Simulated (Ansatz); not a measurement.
# Geometry relaxation, with input and output: C3H6FNSi (part 2 of 2)

Continued. System: C3H6FNSi. Method: RKS BLYP/STO-3G (Ansatz 0.2.0). It belongs to a series of runs on one base structure; here: start relaxed.

Geometry of the input (Å):
```
F  0.7094  -2.5292  1.2482
C  0.4392  -1.3648  0.5493
N  1.2987  -0.9153  -0.2925
C  0.9374  0.3204  -0.9830
C  -0.1947  1.0529  -0.1710
Si -1.0951  -0.3073  0.7641
H  0.4838  0.0175  -1.9518
H  1.7571  0.9843  -1.1771
H  0.2978  1.7311  0.6176
H  -0.8509  1.6660  -0.7612
H  -2.2886  -0.7984  0.0154
H  -1.4170  0.0877  2.1760
```

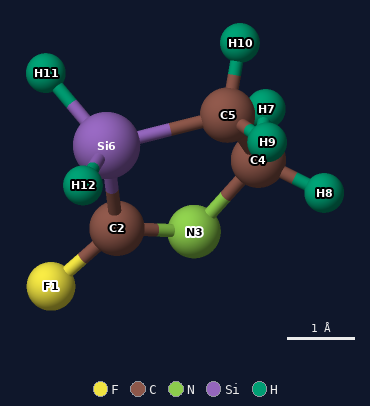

Figure 1. The geometry at step 9 of the log (ball-and-stick view, seen at a tilt; atoms are numbered from 1 in the order of the input).

### Trajectory as extended XYZ, continued
```
12
Properties=species:S:1:pos:R:3:forces:R:3 step=4 energy=-15100.18515
F     0.6330   -2.6267    1.1892    0.0055   0.2025  -0.0323
C     0.4376   -1.4034    0.5618   -0.0511  -0.2182  -0.1003
N     1.3759   -1.0113   -0.3261   -0.1481   0.0321   0.0642
C     0.9173    0.3390   -0.9683    0.1122   0.1448   0.0216
C    -0.2419    1.0993   -0.1697   -0.0367  -0.0615  -0.1353
Si   -1.0904   -0.2737    0.8164    0.1682  -0.0052  -0.0186
H     0.5722    0.1023   -2.0064    0.0351  -0.0205   0.0668
H     1.8300    0.9790   -1.0646   -0.1059  -0.0594   0.0186
H     0.2106    1.8482    0.5075    0.0185   0.0442   0.0110
H    -0.9000    1.6394   -0.8812    0.0472  -0.0482   0.0663
H    -2.2853   -0.7994    0.1699   -0.0370  -0.0247   0.0127
H    -1.3819    0.0522    2.2054   -0.0079   0.0140   0.0253
12
Properties=species:S:1:pos:R:3:forces:R:3 step=5 energy=-15100.18996
F     0.6350   -2.6241    1.1923   -0.0275   0.1175  -0.0598
C     0.4269   -1.4139    0.5466   -0.0004  -0.1049   0.0485
N     1.3736   -1.0120   -0.3249   -0.0622   0.0582  -0.0220
C     0.9202    0.3415   -0.9660    0.0396   0.0447   0.0304
C    -0.2437    1.0980   -0.1748    0.0089  -0.0517  -0.0151
Si   -1.0886   -0.2750    0.8135    0.0375  -0.0170   0.0100
H     0.5848    0.1049   -2.0056    0.0182  -0.0053   0.0102
H     1.8295    0.9828   -1.0516   -0.0098  -0.0282   0.0048
H     0.2052    1.8517    0.5019   -0.0099   0.0054  -0.0163
H    -0.9036    1.6332   -0.8849    0.0084  -0.0153  -0.0010
H    -2.2948   -0.7959    0.1813   -0.0114   0.0015   0.0166
H    -1.3674    0.0537    2.2062    0.0085  -0.0049  -0.0063
12
Properties=species:S:1:pos:R:3:forces:R:3 step=6 energy=-15100.19162
F     0.6022   -2.6391    1.1418    0.0422  -0.1879   0.0724
C     0.4149   -1.4202    0.5213   -0.1536   0.0047   0.0702
N     1.3560   -1.0216   -0.3526    0.0149  -0.0816   0.0801
C     0.9379    0.3494   -0.9506    0.0646   0.0363  -0.0455
C    -0.2608    1.0889   -0.2006   -0.1200  -0.0737   0.1099
Si   -1.0841   -0.2725    0.8379    0.1464   0.1235  -0.1712
H     0.6643    0.1447   -2.0125   -0.0029   0.0802  -0.0767
H     1.8575    0.9780   -0.9553    0.0147   0.0867  -0.0642
H     0.1483    1.8919    0.4418    0.0117   0.0126   0.0305
H    -0.9302    1.5672   -0.9404   -0.0373  -0.0154  -0.0125
H    -2.3238   -0.7802    0.2637   -0.0067  -0.0185  -0.0040
H    -1.3051    0.0585    2.2395    0.0259   0.0331   0.0109
12
Properties=species:S:1:pos:R:3:forces:R:3 step=7 energy=-15100.18361 accepted=F
F     0.5841   -2.6526    1.1174    0.0280  -0.1494   0.0943
C     0.4032   -1.4224    0.5165   -0.0010  -0.0072  -0.0586
N     1.3596   -1.0140   -0.3393    0.0114  -0.1662   0.0341
C     0.9518    0.3554   -0.9487   -0.0896   0.0122   0.1703
C    -0.2543    1.0827   -0.1927   -0.1799   0.0008  -0.2227
Si   -1.0908   -0.2724    0.8284    0.3024   0.0654   0.1700
H     0.6831    0.1551   -2.0122   -0.0122   0.0340  -0.0839
H     1.8682    0.9884   -0.9490    0.0167   0.0742  -0.0271
H     0.1476    1.9088    0.4233   -0.0561  -0.0378   0.1271
H    -0.9502    1.5248   -0.9266    0.0213   0.1554  -0.1683
H    -2.3405   -0.7902    0.2898   -0.0273   0.0393  -0.0915
H    -1.2847    0.0815    2.2271   -0.0137  -0.0207   0.0563
12
Properties=species:S:1:pos:R:3:forces:R:3 step=8 energy=-15100.19695
F     0.5935   -2.6544    1.1361    0.0141  -0.0831   0.0302
C     0.4081   -1.4300    0.5211   -0.0379   0.0439   0.0046
N     1.3573   -1.0256   -0.3441   -0.0089   0.0121  -0.0129
C     0.9431    0.3526   -0.9483    0.0289  -0.0307   0.0204
C    -0.2633    1.0867   -0.2022   -0.0668  -0.0223   0.0286
Si   -1.0805   -0.2718    0.8342    0.0528   0.0501  -0.0215
H     0.6746    0.1558   -2.0142    0.0086   0.0196  -0.0232
H     1.8590    0.9884   -0.9501    0.0097   0.0166  -0.0155
H     0.1381    1.8970    0.4373   -0.0086  -0.0110   0.0063
H    -0.9399    1.5526   -0.9442    0.0023   0.0036  -0.0123
H    -2.3272   -0.7779    0.2724   -0.0004  -0.0024   0.0005
H    -1.2855    0.0717    2.2362    0.0061   0.0036  -0.0051
12
Properties=species:S:1:pos:R:3:forces:R:3 step=9 energy=-15100.19851
F     0.5820   -2.6684    1.1191   -0.0099   0.0048  -0.0047
C     0.4014   -1.4352    0.5154    0.0244  -0.0296   0.0094
N     1.3495   -1.0327   -0.3525   -0.0141   0.0102   0.0030
C     0.9498    0.3552   -0.9425    0.0079  -0.0130  -0.0084
C    -0.2723    1.0820   -0.2111   -0.0077   0.0047   0.0004
Si   -1.0761   -0.2688    0.8409   -0.0055   0.0116  -0.0050
H     0.7040    0.1767   -2.0177    0.0103   0.0118   0.0008
H     1.8666    0.9905   -0.9169   -0.0071  -0.0022  -0.0013
H     0.1146    1.9063    0.4188   -0.0032   0.0055   0.0037
H    -0.9507    1.5285   -0.9632   -0.0010  -0.0029  -0.0038
H    -2.3327   -0.7741    0.3004    0.0018  -0.0009   0.0056
H    -1.2593    0.0849    2.2432    0.0041   0.0001   0.0005
12
Properties=species:S:1:pos:R:3:forces:R:3 step=10 energy=-15100.19944
F     0.5547   -2.6937    1.0811   -0.0128   0.0360  -0.0044
C     0.3895   -1.4457    0.5022    0.0198  -0.0390   0.0013
N     1.3363   -1.0440   -0.3664    0.0169   0.0063  -0.0214
C     0.9632    0.3606   -0.9309    0.0171   0.0347  -0.0580
C    -0.2873    1.0748   -0.2295    0.0126   0.0656  -0.0115
Si   -1.0687   -0.2641    0.8539   -0.0569  -0.0023   0.0346
H     0.7646    0.2155   -2.0230    0.0165   0.0128   0.0877
H     1.8810    0.9936   -0.8483   -0.0620  -0.0473  -0.0005
H     0.0694    1.9320    0.3771   -0.0225  -0.0521  -0.0393
H    -0.9733    1.4771   -1.0013    0.0308  -0.0220   0.0303
H    -2.3473   -0.7667    0.3602    0.0369   0.0186   0.0111
H    -1.2050    0.1054    2.2590    0.0035  -0.0113  -0.0298
12
Properties=species:S:1:pos:R:3:forces:R:3 step=11 energy=-15100.19982
F     0.5529   -2.6941    1.0794   -0.0150   0.0137  -0.0130
C     0.3867   -1.4481    0.4973    0.0300  -0.0072   0.0231
N     1.3349   -1.0455   -0.3696    0.0046  -0.0024  -0.0076
C     0.9648    0.3616   -0.9292   -0.0058   0.0160  -0.0385
C    -0.2889    1.0734   -0.2317    0.0093   0.0398  -0.0095
Si   -1.0683   -0.2635    0.8558   -0.0275  -0.0076   0.0076
H     0.7722    0.2218   -2.0217    0.0083   0.0071   0.0428
H     1.8817    0.9929   -0.8391   -0.0324  -0.0253   0.0060
H     0.0635    1.9341    0.3705   -0.0122  -0.0242  -0.0190
H    -0.9755    1.4691   -1.0057    0.0183  -0.0137   0.0170
H    -2.3495   -0.7625    0.3672    0.0193   0.0113   0.0069
H    -1.1975    0.1056    2.2609    0.0031  -0.0075  -0.0157
12
Properties=species:S:1:pos:R:3:forces:R:3 step=12 energy=-15100.19985
F     0.5406   -2.7024    1.0641    0.0158   0.0037   0.0166
C     0.3884   -1.4480    0.4981   -0.0366  -0.0107  -0.0534
N     1.3309   -1.0503   -0.3779   -0.0186  -0.0037   0.0256
C     0.9677    0.3632   -0.9251   -0.0195  -0.0031   0.0352
C    -0.2934    1.0707   -0.2376   -0.0030  -0.0331  -0.0060
Si   -1.0651   -0.2609    0.8619    0.0565   0.0051  -0.0053
H     0.7903    0.2380   -2.0191   -0.0064  -0.0166  -0.0494
H     1.8825    0.9906   -0.8154    0.0342   0.0274   0.0132
H     0.0479    1.9416    0.3524    0.0129   0.0347   0.0222
H    -0.9820    1.4477   -1.0175   -0.0104   0.0048  -0.0093
H    -2.3496   -0.7557    0.3841   -0.0189  -0.0181  -0.0040
H    -1.1812    0.1104    2.2661   -0.0061   0.0096   0.0145
12
Properties=species:S:1:pos:R:3:forces:R:3 step=13 energy=-15100.20028
F     0.5383   -2.7048    1.0609    0.0009   0.0047  -0.0014
C     0.3835   -1.4518    0.4919   -0.0040   0.0042  -0.0030
N     1.3286   -1.0518   -0.3797   -0.0100  -0.0042   0.0062
C     0.9695    0.3641   -0.9233   -0.0045   0.0103   0.0015
C    -0.2958    1.0700   -0.2407    0.0026  -0.0116  -0.0041
Si   -1.0637   -0.2603    0.8633    0.0134  -0.0048  -0.0065
H     0.8002    0.2432   -2.0203   -0.0005  -0.0039  -0.0062
H     1.8845    0.9913   -0.8034    0.0046   0.0020   0.0047
H     0.0413    1.9457    0.3464    0.0032   0.0079   0.0023
H    -0.9852    1.4407   -1.0234    0.0002  -0.0029   0.0034
H    -2.3523   -0.7550    0.3942   -0.0058  -0.0034  -0.0002
H    -1.1719    0.1133    2.2681   -0.0002   0.0018   0.0032
```

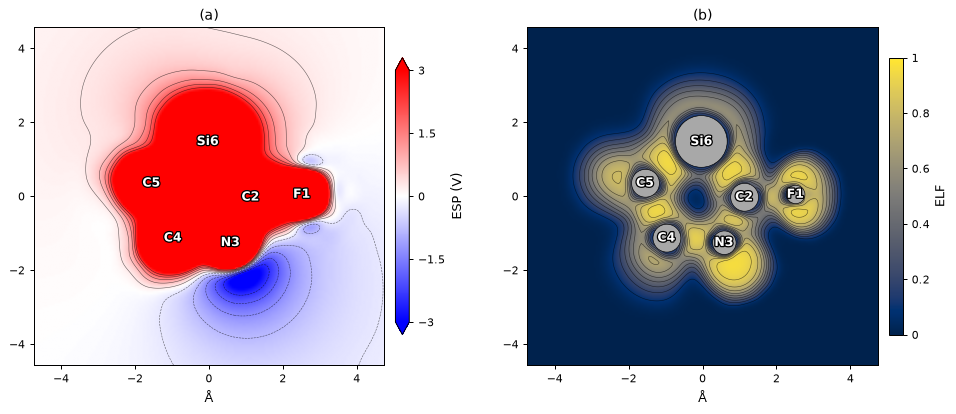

Figure 2. (a) molecular electrostatic potential; (b) electron localisation function on the plane of atoms C2, N3 and C4. Grey discs, where drawn, cover atomic cores. The section cuts through F, C, N and Si sites. C–F (1.38 Å): the ELF peaks at about 0.80 between the atoms, which marks a shared but strongly polarised pair. C–C (1.60 Å): the ELF peaks at about 0.95 between the atoms, which marks a shared electron pair. C–N (1.56 Å): the ELF peaks at about 0.90 between the atoms (a covalent bond).

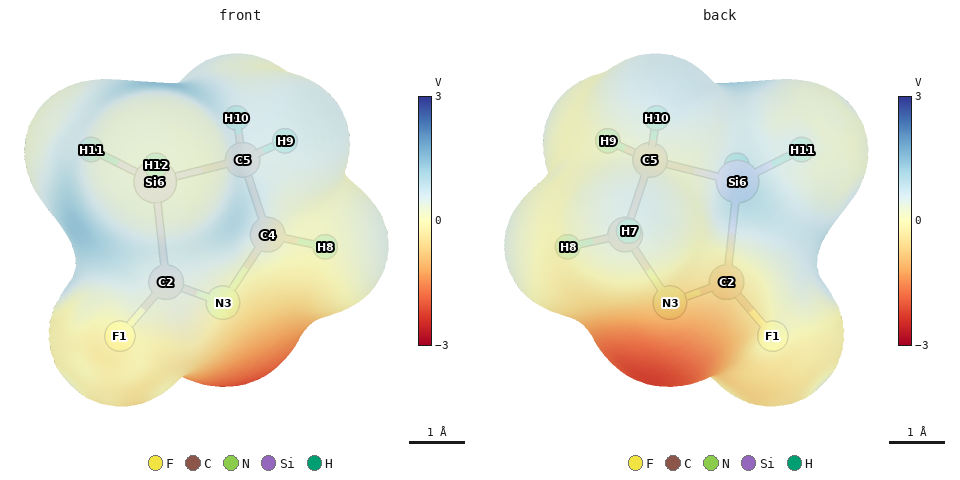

Figure 3. The molecular electrostatic potential painted on the density surface at 0.002 e/bohr³, seen at a tilt and from behind; red is negative and blue positive. A positive charge is drawn to the negative regions and a negative charge to the positive ones.

### Summary

- outcome: converged
- total energy: −15100.2005 eV
- mean-field energy: −15100.2005 eV
- largest force (length of the vector) at the end: 0.016 eV/Å
- wall time: 43 s
- peak memory: 0.15 GiB
